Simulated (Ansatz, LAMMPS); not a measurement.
# Li+ triflate in gamma-butyrolactone and sulfolane and fluoroethylene carbonate at 290 K (233 atoms): a single point

What does DFT give for Li+ triflate in gamma-butyrolactone and sulfolane and fluoroethylene carbonate at 290 K (233 atoms) as built?

Method: Kohn-Sham DFT, LDA, PAW (set soft_2), plane waves, in Ansatz 0.2.0.

## 1. Starting point

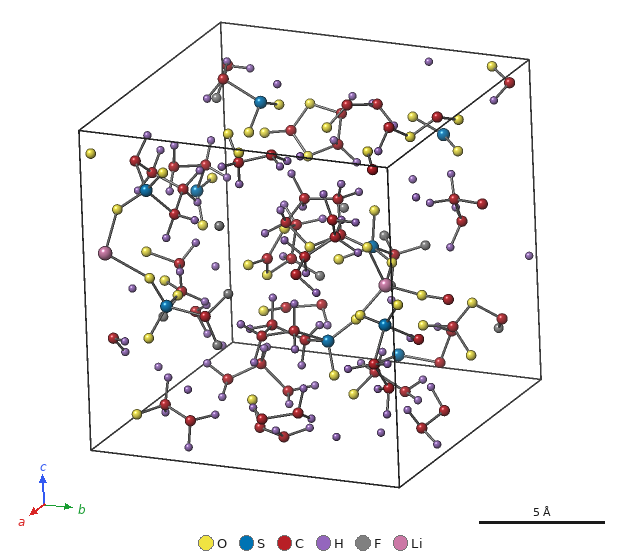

The cell as given, slightly off an axis (oxygen yellow, sulfur blue, carbon red, hydrogen purple, fluorine grey, lithium pink). Bonds to atoms that aren't drawn are left out. Some periodic images of atoms are drawn too.

The cell holds 233 atoms: 45 O, 9 S, 65 C, 101 H, 11 F and 2 Li. Its edges and angles: a = 13.654 Å, b = 13.654 Å, c = 13.654 Å, α = 90.0°, β = 90.0°, γ = 90.0°. 5 gamma-butyrolactone, 7 sulfolane, 5 fluoroethylene carbonate, 2 Li+, 2 triflate placed at random, at 1.38 g/cm³; overlaps pushed apart, then 10 ps at 550 K with Joung-Cheatham ions (J. Phys. Chem. B 112, 9020 (2008)); MMFF94 bonds, angles, torsions, charges and radii (Halgren, J. Comput. Chem. 17, 490 (1996)) in harmonic and 12-6 forms; charges of ions scaled by 0.8. Snapshot after 30 ps at 290 K and fixed volume.

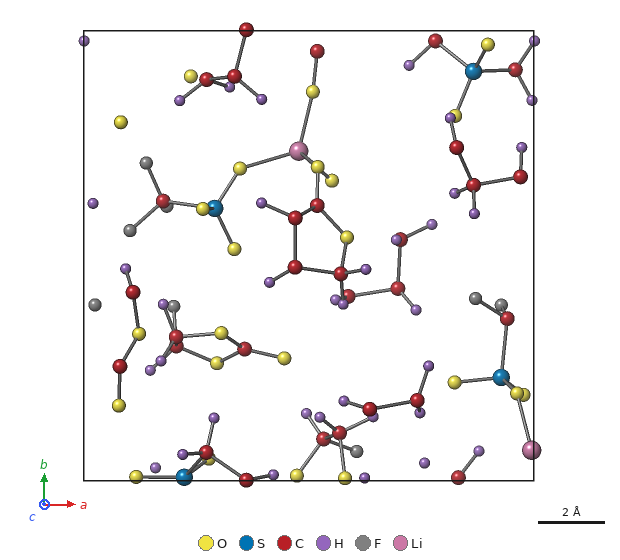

A slice 6 Å thick through the middle of the cell. Bonds to atoms that aren't drawn are left out.

Before any run, some limits are plain. The network of contacts between molecules at the start is that of the classical potential that made the cell, and needn't be the one that DFT or experiment would give. The functional has no dispersion term, which matters for the binding between molecules or layers, where LDA binds through overlap of densities alone. The density was typed from a rule of thumb and may lie off the real one at this temperature. Only the Γ point is sampled, in a cell whose shortest periodic width is 14 Å.

## 2. Making the structure

A classical potential supplies the starting structure, since it reaches far longer times than DFT.

This step: classical MD, Joung-Cheatham ions (J. Phys. Chem. B 112, 9020 (2008)); MMFF94 bonds, angles, torsions, charges and radii (Halgren, J. Comput. Chem. 17, 490 (1996)) in harmonic and 12-6 forms; charges of ions scaled by 0.8 (LAMMPS 22 Jul 2025 - Update 4).

File in.lmp:

```
# Li+ triflate in gamma-butyrolactone and sulfolane and fluoroethylene carbonate
units real
atom_style full
boundary p p p
bond_style harmonic
angle_style harmonic
dihedral_style opls
improper_style harmonic
special_bonds lj 0 0 0.5 coul 0 0 0.75
read_data data.lmp
neigh_modify delay 0 every 1 check yes one 4000
comm_modify cutoff 12.0
timestep 0.5
thermo_style custom step time temp pe press density
thermo_modify norm yes
# push overlapping molecules apart
pair_style soft 2.6
pair_coeff * * 0.0
variable a equal ramp(1,60)
fix ad all adapt 1 pair soft a * * v_a
velocity all create 550 48921 mom yes dist gaussian
fix lim all nve/limit 0.03
fix lan all langevin 550 550 50 48922 zero yes
thermo 1000
run 3000 post no
unfix ad
pair_style lj/cut/coul/long 9.0
pair_modify mix arithmetic tail yes
pair_coeff 1 1 0.0763 3.0960   # O
pair_coeff 2 2 0.2681 3.4180   # S
pair_coeff 3 3 0.0678 3.3680   # C
pair_coeff 4 4 0.0216 2.5400   # H
pair_coeff 5 5 0.0763 2.9870   # O
pair_coeff 6 6 0.0678 3.4070   # C
# [... 21 lines left out ...]
compute msd all msd com yes
thermo 7500
fix md all nvt temp 290 290 100
run 30000 post no
print "== T290: mean square displacement over the hold $(c_msd[4]:%.2f) A^2"
unfix md
uncompute msd
write_dump all custom T290.dump id type xs ys zs modify sort id
```

Started as:

```
$ lmp -in in.lmp -log none -nocite
```

Numbers of over 12 decimals in the logs are rounded to 6 here.

Log:

```text
LAMMPS (22 Jul 2025 - Update 4)
Reading data file ...
  orthogonal box = (0 0 0) to (13.65385 13.65385 13.65385)
  233 atoms
  orthogonal box = (0 0 0) to (13.65385 13.65385 13.65385)
  229 bonds
  429 angles
  540 dihedrals
  10 impropers
   Step          Time           Temp          PotEng         Press         Density
         0   0              550            0.49282232    -457.86667      1.3789994
      1000   500            512.32835      1.8548551      17224.922      1.3789994
      2000   1000           481.71096      1.7352051      18278.022      1.3789994
      3000   1500           527.61034      1.7209153      21519.751      1.3789994
[... 30 lines left out ...]
Loop time of 9.87888 s on 1 MPI rank(s) for 10000 steps with 233 atoms
   Step          Time           Temp          PotEng         Press         Density
[... 4 lines left out ...]
Loop time of 4.90586 s on 1 MPI rank(s) for 5000 steps with 233 atoms
   Step          Time           Temp          PotEng         Press         Density
[... 2 lines left out ...]
     30000   29000          322.41513     -1.1208914     -6365.9417      1.3789994
     37500   36500          309.21076     -1.1885011      9797.1801      1.3789994
     45000   44000          268.41473     -1.1556152      4096.2627      1.3789994
     47000   46000          303.96948     -1.068998       6860.8019      1.3789994
Loop time of 29.0838 s on 1 MPI rank(s) for 30000 steps with 233 atoms
== T290: mean square displacement over the hold 3.26 A^2
```

It took 47 s on 1 thread of Arm Neoverse V1, shared host; peak memory 0.12 GiB.

The input also reads data.lmp (atoms, bonds and types; not printed here).

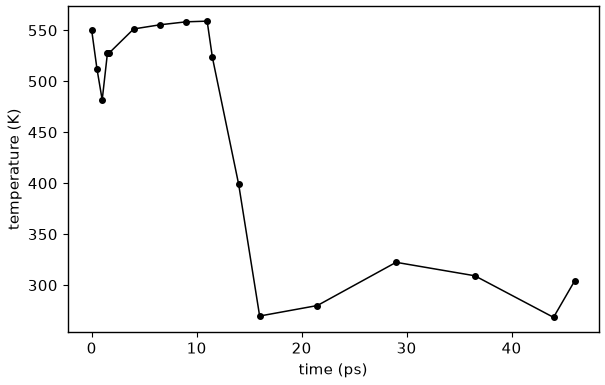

Temperature, plotted against time.

## 3. Plane-wave single point

One self-consistent run at the given positions yields energy and forces.

File input.yaml:

```yaml
crystal:
  lattice:
    - [13.65385, 0.0, 0.0]
    - [0.0, 13.65385, 0.0]
    - [0.0, 0.0, 13.65385]
  atoms:
    - { symbol: O, position: [0.96236, 0.49984, 0.97571] }
    - { symbol: S, position: [0.02964, 0.55211, 0.03503] }
    - { symbol: O, position: [0.13029, 0.52425, 0.03726] }
    - { symbol: C, position: [0.01947, 0.68176, 0.02221] }
    - { symbol: C, position: [0.01249, 0.72054, 0.1232] }
    - { symbol: C, position: [0.94018, 0.6508, 0.17204] }
    - { symbol: C, position: [0.9841, 0.55368, 0.15714] }
    - { symbol: H, position: [0.0816, 0.71212, 0.98751] }
    - { symbol: H, position: [0.9526, 0.6947, 0.9844] }
    - { symbol: H, position: [0.08261, 0.70894, 0.1589] }
    - { symbol: H, position: [0.98512, 0.79421, 0.12944] }
    - { symbol: H, position: [0.92352, 0.66356, 0.24512] }
    - { symbol: H, position: [0.87353, 0.66199, 0.13332] }
    - { symbol: H, position: [0.04553, 0.54363, 0.21088] }
    - { symbol: H, position: [0.92723, 0.49889, 0.16699] }
    - { symbol: O, position: [0.84002, 0.19254, 0.8361] }
    - { symbol: S, position: [0.81001, 0.12143, 0.76258] }
    - { symbol: O, position: [0.88234, 0.05947, 0.72027] }
    - { symbol: C, position: [0.71506, 0.04439, 0.81379] }
    - { symbol: C, position: [0.62685, 0.05615, 0.74872] }
    - { symbol: C, position: [0.63543, 0.15905, 0.71192] }
    - { symbol: C, position: [0.74101, 0.17867, 0.67161] }
    - { symbol: H, position: [0.74145, 0.96712, 0.81641] }
    - { symbol: H, position: [0.68689, 0.07379, 0.88774] }
    - { symbol: H, position: [0.6242, 0.00658, 0.68602] }
    - { symbol: H, position: [0.55867, 0.05358, 0.79579] }
    - { symbol: H, position: [0.57832, 0.17717, 0.6542] }
    - { symbol: H, position: [0.62505, 0.21074, 0.77306] }
    - { symbol: H, position: [0.74688, 0.15125, 0.59616] }
    - { symbol: H, position: [0.76638, 0.25516, 0.6705] }
    - { symbol: O, position: [0.55159, 0.66668, 0.33558] }
    - { symbol: S, position: [0.60876, 0.59966, 0.2789] }
    [... 195 atom lines left out ...]
    - { symbol: C, position: [0.17676, 0.62128, 0.40568] }
    - { symbol: F, position: [0.18483, 0.61, 0.31068] }
    - { symbol: F, position: [0.13922, 0.70586, 0.43232] }
    - { symbol: F, position: [0.10322, 0.55582, 0.43293] }
    - { symbol: Li, position: [0.47775, 0.73217, 0.42498] }
    - { symbol: Li, position: [0.99504, 0.068, 0.6227] }
kpoints:
  mp_grid: { grid: [1, 1, 1] }
hamiltonian:
  xc: lda
scf:
  occupations: { method: fermi_dirac, width: 0.05 }
output:
  forces: true
  stress: true
  populations: true
  dos:
    method: { smearing: { sigma: 0.08 } }
    de: 0.1
    projected: { site_lists: { C: [C], F: [F], H: [H], Li: [Li], O: [O] } }
  eigenvalues: true
  write_density: true
  write_potential: true
  volumetric_format: npy
```

Started as:

```
$ ansatz run input.yaml --threads 8 --pin off --max-ram 15872MiB --backend cpu --events-out ev --progress --plain --runs-dir out
```

Log:

```text
Engine: ansatz 0.2.0, aarch64-unknown-linux-gnu
Pseudopotentials: kind: paw
Pseudopotential: O, paw, valence charge 6, recommended cutoff 420 eV (normal), O.paw.azcp
Pseudopotential: S, paw, valence charge 6, recommended cutoff 420 eV (normal), S.paw.azcp
Pseudopotential: C, paw, valence charge 4, recommended cutoff 420 eV (normal), C.paw.azcp
Pseudopotential: H, paw, valence charge 1, recommended cutoff 420 eV (normal), H.paw.azcp
Pseudopotential: F, paw, valence charge 7, recommended cutoff 420 eV (normal), F.paw.azcp
Pseudopotential: Li, paw, valence charge 3, recommended cutoff 420 eV (normal), Li.paw.azcp
Functional definition: SPW92
  exchange = slater_x
  correlation = pw_c
Crystal: 233 atoms, lattice volume = 2545.455 Å³
Basis set: ecut = 420 eV, 49557 PW (Γ)
Bands: 617, of which v1, the nominal top of the filled ones, is band 384 counted from 1 (383 counted from 0)
Symmetry: 1 space group operations
Space group: P1 (ITA 1), of the structure as read, at distance tolerance 1.4e-4 Å
k-points: 1
Non-local potential: O, projectors of the file, l = 0: 2, l = 1: 2, l = 2: 1
Non-local potential: S, projectors of the file, l = 0: 2, l = 1: 2, l = 2: 2
Non-local potential: C, projectors of the file, l = 0: 2, l = 1: 2, l = 2: 1
Non-local potential: H, projectors of the file, l = 0: 2, l = 1: 1
Non-local potential: F, projectors of the file, l = 0: 2, l = 1: 2, l = 2: 1
Non-local potential: Li, projectors of the file, l = 0: 3, l = 1: 2, l = 2: 1
PAW form: soft (Blöchl's): semilocal exchange-correlation on the pseudo side does not see the compensation charge
PAW frozen core: O, regenerated for the run's functional, and the local potential with it (the file was generated under x = pbe(κ = 0.804, μ = 0.219515), c = pbe(β = 0.066725))
PAW frozen core: S, regenerated for the run's functional, and the local potential with it (the file was generated under x = pbe(κ = 0.804, μ = 0.219515), c = pbe(β = 0.066725))
PAW frozen core: C, regenerated for the run's functional, and the local potential with it (the file was generated under x = pbe(κ = 0.804, μ = 0.219515), c = pbe(β = 0.066725))
PAW frozen core: F, regenerated for the run's functional, and the local potential with it (the file was generated under x = pbe(κ = 0.804, μ = 0.219515), c = pbe(β = 0.066725))
PAW one-centre angular grid: O, 110 points (default); XC on 64 Gauss nodes
PAW one-centre angular grid: S, 110 points (default); XC on 64 Gauss nodes
PAW one-centre angular grid: C, 110 points (default); XC on 64 Gauss nodes
PAW one-centre angular grid: H, 110 points (default); XC on 64 Gauss nodes
PAW one-centre angular grid: F, 110 points (default); XC on 64 Gauss nodes
PAW one-centre angular grid: Li, 110 points (default); XC on 64 Gauss nodes
Initial density: superposition of atomic densities (neutral atoms: chi_scale 0, normalization atom), corrected by the library's trained network
Initial wavefunctions: pseudopotential atomic-orbital guess
Functional: x = slater, c = lda
SCF iter   1: F=—  HF=-59285.913700 eV  |F-HF|=—  |Δ(HF+E_count)|=         —  Δρ=1.03e-2  dr2=2.31e0  ethr=1.77e-3  ⟨swp⟩=7.0  Hψ=2958  notcnv=0  defer=79
preconditioner: auto → Resta (q_TF=auto, 2.234 Å⁻¹)  ε∞=2.6  [insulator: Δε(μ)=3.869 eV  Ē_g=15.803 eV  σ=0.050 eV  W_gap=1.00  n_scr=460 (ndim 8)  ℏωp=19.9 eV  f_vac=0.252  D(μ)=0.00/eV (n_scr^D=0)  ε∞_Penn≈2.6]
SCF iter   2: F=—  HF=-59285.211749 eV  |F-HF|=—  |Δ(HF+E_count)|=   7.02e-1  Δρ=4.52e-3  dr2=4.77e-1  ethr=3.00e-4  ⟨swp⟩=2.0  Hψ=1063  notcnv=0  defer=225
SCF iter   3: F=—  HF=-59285.065438 eV  |F-HF|=—  |Δ(HF+E_count)|=   1.46e-1  Δρ=2.28e-3  dr2=1.39e-1  ethr=6.21e-5  ⟨swp⟩=2.0  Hψ=783  notcnv=0  defer=225
SCF iter   4: F=—  HF=-59285.028447 eV  |F-HF|=—  |Δ(HF+E_count)|=   3.70e-2  Δρ=7.53e-4  dr2=1.75e-2  ethr=1.81e-5  ⟨swp⟩=2.0  Hψ=773  notcnv=0  defer=225
SCF iter   5: F=—  HF=-59285.025560 eV  |F-HF|=—  |Δ(HF+E_count)|=   2.89e-3  Δρ=4.09e-4  dr2=4.69e-3  ethr=2.28e-6  ⟨swp⟩=2.0  Hψ=1067  notcnv=0  defer=222
SCF iter   6: F=—  HF=-59285.024892 eV  |F-HF|=—  |Δ(HF+E_count)|=   6.67e-4  Δρ=1.46e-4  dr2=7.01e-4  ethr=6.11e-7  ⟨swp⟩=2.0  Hψ=764  notcnv=0  defer=222
SCF iter   7: F=—  HF=-59285.024880 eV  |F-HF|=—  |Δ(HF+E_count)|=   1.26e-5  Δρ=5.96e-5  dr2=9.50e-5  ethr=9.12e-8  ⟨swp⟩=2.0  Hψ=740  notcnv=0  defer=222
SCF iter   8: F=—  HF=-59285.025336 eV  |F-HF|=—  |Δ(HF+E_count)|=   4.57e-4  Δρ=3.08e-5  dr2=2.24e-5  ethr=1.24e-8  ⟨swp⟩=2.0  Hψ=766  notcnv=0  defer=222
SCF iter   9: F=—  HF=-59285.025339 eV  |F-HF|=—  |Δ(HF+E_count)|=   2.45e-6  Δρ=1.06e-5  dr2=2.90e-6  ethr=2.91e-9  ⟨swp⟩=2.0  Hψ=764  notcnv=0  defer=222
SCF iter  10: F=—  HF=-59285.025340 eV  |F-HF|=—  |Δ(HF+E_count)|=   1.36e-6  Δρ=5.77e-6  dr2=7.83e-7  ethr=3.77e-10  ⟨swp⟩=2.0  Hψ=775  notcnv=0  defer=222
SCF iter  11: F=-59285.025340 eV  HF=-59285.025340 eV  |F-HF|=5.59e-8  |Δ(HF+E_count)|=   1.35e-7  Δρ=1.55e-6  dr2=7.06e-8  ethr=1.30e-11  ⟨swp⟩=18.0  Hψ=5563  notcnv=0
SCF 1 converged in 11 iterations: F = -59285.025340 eV  dr2 = 7.06e-8
  greatest PAW one-centre occupation: 1.000 electrons in one spin orbital (limit 2), on the Li atom at site 231 (counted from 0), in its partial waves of l = 0
SCF converged after 11 iterations
Free energy (F): -59285.025340 eV
Harris-Foulkes:  -59285.025340 eV  (|F-HF|=5.59e-8)
Internal energy: -59285.025340 eV  (E = F + TS)
E sigma→0 (E₀):  -59285.025340 eV
Fermi energy:    1.885165 eV
--- Per-component energies (eV) ---
  E_band       = -6509.509954
  E_kinetic    = 18535.639766
  E_local      = -67970.972467  (includes V_loc(G=0)·N_el)
  E_nonlocal   = 5277.204383
  E_hartree    = 25894.925614
  E_xc         = -8952.435636
  E_vxc        = -11083.819377  (∫ρ·V_xc dr)
  E_paw        = -19885.037093  (= ΣΔE_a)
  E_vpaw       = -3057.411184  (= ΣTr[D̂ρ^β])
  E_aug_tail   = 0.002946  (compensation charges beyond the density's cutoff)
  E_ewald      = -12195.422980
  E_core_change = 11.070126  (= ΣΔE_core)
  E_smearing   = -0.000000  (= −TS)
  E_closure    = 0.000000  (closes the sum)
  Σ components = -59285.025340   (vs F -59285.025340, Δ=0.00e0)
--- Forces (eV/Å), atoms counted from 1 ---
  atom   1  O     -1.11948081    -0.82727857    -1.35522823
  atom   2  S      0.02699402     1.26793654     1.85639721
  atom   3  O      1.33474328    -0.44210846    -0.30949325
  atom   4  C      0.04270961    -0.28428798     0.48913432
  atom   5  C     -0.67261356    -1.11535535     1.14726777
  atom   6  C      1.28370451     0.76975915    -1.67460847
  atom   7  C      0.14067550    -0.79700408     0.92886386
  atom   8  H      1.05499706     0.27338496    -1.24619982
  atom   9  H     -0.98175415     0.35175307    -0.92030431
  atom  10  H      0.63533236     0.48519926     0.39575307
  atom  11  H      0.15563082     0.85023083    -0.23007247
  atom  12  H     -0.20813935     0.57138313     2.34272749
  atom  13  H     -1.43131927    -0.21220622    -0.69507823
  atom  14  H     -0.33780617    -0.18267803    -0.54408677
[...]
atom 232  Li    -0.24607021     0.04763776     0.12172217
  atom 233  Li    -0.00985101     0.11899269    -0.12811028
  max |Σ_I F_I| component: 3.11e-4 eV/Å
--- Stress (GPa, compression-positive) ---
        0.843423      -0.858064       0.279099
       -0.858064       1.159162       0.200794
        0.279099       0.200794       0.323234
  P = ⅓ Tr σ = 0.7753 GPa (7.753 kbar)
--- Band table (eV) ---
  k-point 0: bands = ["-42.3903", "-41.4920", "-28.1088", "-27.5448", [... 601 levels ...], "11.1579", "11.1825", "11.2002", "11.2338", "11.2527", "11.2721", "11.3054", "11.3419", "11.3552", "11.3785", "11.4036", "11.4255"]
--- Löwdin populations: 233 sites ---
  site symbol       q [e]
     0      O      6.7402
     1      S      3.8635
     2      O      6.7534
[...]
232     Li      2.2887
  spilling = 0.014607 (of n_electrons = 768.000000)
```

The job ended after 55 s (8 threads of Arm Neoverse V1, shared host; peak memory 3.9 GiB).

Reading the cycles: dr2 is the Hartree energy of the density residual (eV), the measure of convergence; HF is the Harris–Foulkes estimate of the energy, which meets the free energy F at convergence.

Read from the output:

- free energy: -59285.0253 eV
- free energy per atom: -254.4422 eV/atom
- SCF cycles: 11
- pressure: 0.7753 GPa
- r.m.s. force component: 0.9995 eV/Å
- longest force: 4.674 eV/Å
- Fermi energy: 1.885 eV
- gap (highest filled to lowest empty level): 3.761 eV
- spilling of the projection: 0.01461

Neighbours are counted within 1.34 Å (H-C), 1.85 Å (C-C), 1.73 Å (C-O), 1.62 Å (C-F), 2.21 Å (C-S), 1.88 Å (O-S), 2.52 Å (O-Li).

Length of the force by element and coordination:

```
element  coordination  atoms  mean length of the force (eV/Å)  spread  least   most
      C           all     65                             2.02   0.847  0.373   4.67
      C             3     10                             2.70   0.815   1.55   4.06
      C             4     55                             1.90   0.793  0.373   4.67
      F           all     11                             1.01   0.628  0.259   2.19
      H           all    101                             1.06   0.601  0.297   3.42
     Li           all      2                            0.227  0.0518  0.175  0.279
     Li             4      1                            0.279       0  0.279  0.279
     Li             5      1                            0.175       0  0.175  0.175
      O           all     45                             1.71   0.809  0.572   3.40
      O             1     21                             1.58   0.695  0.816   3.40
      O             2     24                             1.82   0.882  0.572   3.40
      S           all      9                             2.42   0.828   1.05   3.59
```

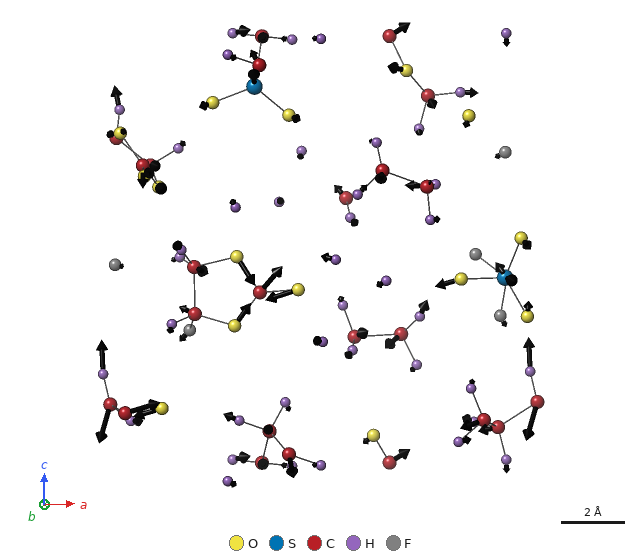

Forces as arrows; the longest in the cell is 4.67 eV/Å. Drawn is a slice 4 Å thick, seen along the normal of the ac plane. Bonds to atoms that aren't drawn are left out.

Löwdin charges by element and coordination (they lack the spilled electrons, 0.048 e an atom on average):

```
element  coordination  atoms  mean charge (e)  spread   least    most
      C           all     65          -0.0886   0.403  -0.508   0.706
      C             3     10            0.622  0.0676   0.543   0.706
      C             4     55           -0.218   0.287  -0.508   0.643
      F           all     11           -0.232  0.0305  -0.263  -0.190
      H           all    101            0.213  0.0199   0.169   0.256
     Li           all      2            0.718  0.0062   0.711   0.724
     Li             4      1            0.724       0   0.724   0.724
     Li             5      1            0.711       0   0.711   0.711
      O           all     45           -0.508   0.232  -0.795  -0.223
      O             1     21           -0.635   0.175  -0.795  -0.347
      O             2     24           -0.396   0.218  -0.795  -0.223
      S           all      9             2.15  0.0756    2.09    2.29
```

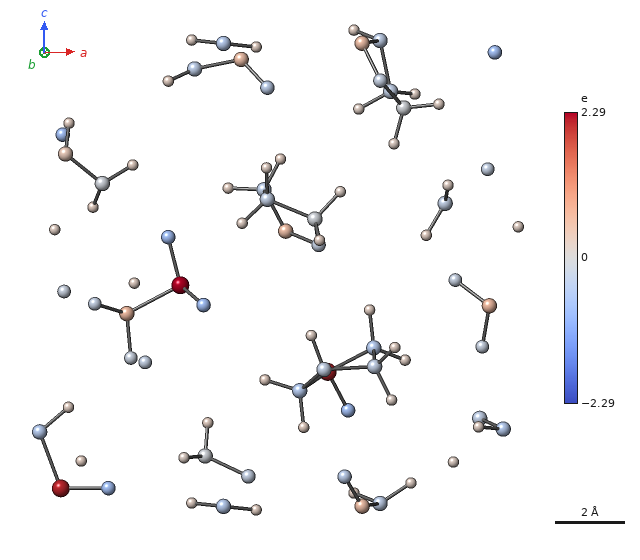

Atoms coloured by Löwdin charge. Drawn is a slice 4 Å thick, seen along the normal of the ac plane. Bonds to atoms that aren't drawn are left out.

States in the cell by windows of 1 eV, zero at the Fermi level; the larger projections on atomic orbitals stand beside the total:

```
from (eV)  to (eV)  total   C p   O p   H s   F p   C s
      -18      -17   13.9   1.7   0.0   2.0   0.0   7.3
      -17      -16    9.6   1.8   0.5   1.4   0.1   4.8
      -16      -15   11.5   1.5   1.6   1.5   0.4   5.3
      -15      -14   25.8   3.1   2.1   3.9   1.3  11.5
      -14      -13   24.9   5.2   4.2   3.0   0.6   7.2
      -13      -12    9.8   2.8   2.4   0.1   2.0   0.5
      -12      -11   26.3   8.0   4.3   2.8   5.0   3.9
      -11      -10   44.9  14.4   6.3   6.6   5.3   5.9
      -10       -9   36.6  14.8   8.2   4.8   2.2   1.8
       -9       -8   52.4  19.3  12.5   6.7   5.7   1.4
       -8       -7   80.2  21.8  26.0   8.5  11.0   1.5
       -7       -6   69.6  22.0  20.3   7.7  12.9   0.9
       -6       -5   68.0  30.3  17.0  10.3   7.6   0.7
       -5       -4   84.5  26.4  39.7  11.3   3.6   0.7
       -4       -3   68.8  10.9  47.1   7.0   1.1   0.5
       -3       -2   23.2   4.9  16.2   1.1   0.1   0.3
       -2       -1    2.0   0.0   2.0   0.0   0.0   0.0
       -1        1    0.0   0.0   0.0   0.0   0.0   0.0
        1        2    3.8   2.0   1.4   0.2   0.0   0.0
        2        3   22.4   8.8   6.0   3.2   0.1   1.2
        3        4   43.1   7.6   3.4  10.0   0.5   3.8
        4        5   60.1  12.6   4.3  11.3   1.0   3.9
```

The curve was stored every 0.100 eV, coarse against its broadening of 0.08 eV, so these counts are rough.

Between -26 and -18 eV lie 89 more states.

About 27 of the 768 electrons lie in deeper levels, below the stored range.

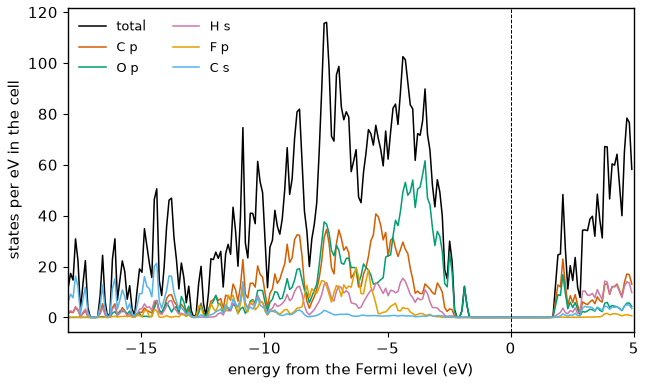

Total and projected density of states, with the broadening of the input.

Not all projections were asked for or kept, so they needn't add up to the total.

(Continued in part 2 of 2.)

[Logs are printed without paths, hosts, clocks, repeated set-up lines and the standing remarks that a program may print on its own settings, such as how far it seeks lower states.]

[Hosts, paths, dates, database ids (printed as entryN), source tags and the programs' standing remarks are cut or masked in the printed files.]

[The MMFF94 radii named for the starting cell were scaled by 0.96; in molecules described by MMFF94, hydrogen bound to N, O or S took a small fixed 12-6 site in their place.]
